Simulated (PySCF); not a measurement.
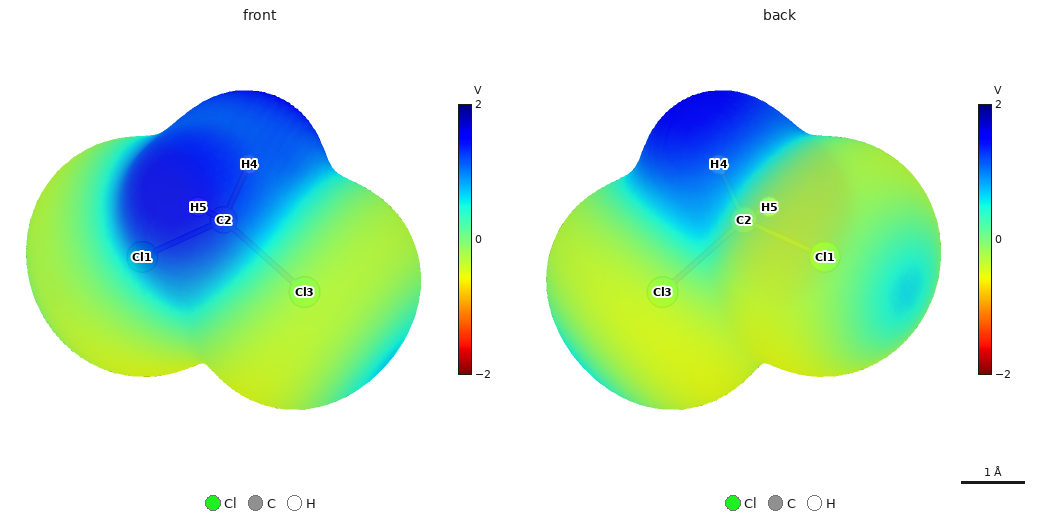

Figure 1: CH$_{2}$Cl$_{2}$ (SMILES ClCCl). The electrostatic potential painted on the density surface at 0.002 e/bohr³, seen from the front and from behind; red is negative and blue positive.

Geometry: PBE0-D3(BJ)/def2-TZVP.

Level of theory: PBE0/aug-cc-pVTZ, SCF density, gas phase (PySCF).

Input file:

```
{"job": {"kind": "uv", "xc": "PBE0", "basis": "aug-cc-pVTZ", "ip": false, "dynamic": true}, "charge": 0, "multiplicity": 1}
Cl    -1.603965     0.167328    -0.479375
C      0.040326     0.001457     0.133008
Cl     1.223612    -0.270542    -1.142990
H      0.302662     0.919969     0.648728
H      0.065518    -0.851016     0.804933
```

Command:

```sh
OMP_NUM_THREADS=1 python probes_run.py task.json out
```

Q: Describe the electrostatic potential map.

A: The most negative region (about −0.5 V) lies over Cl1 and Cl3, the most positive (about +1.6 V) over H4 and H5. Cl1 shows a σ-hole: about +0.6 V at the tip opposite its bond, against about −0.3 V on its flanks. Cl3 shows a σ-hole: about +0.6 V at the tip opposite its bond, against about −0.3 V on its flanks.

Q: How polar is the molecule by this calculation?

A: Its dipole moment is 1.65 D.
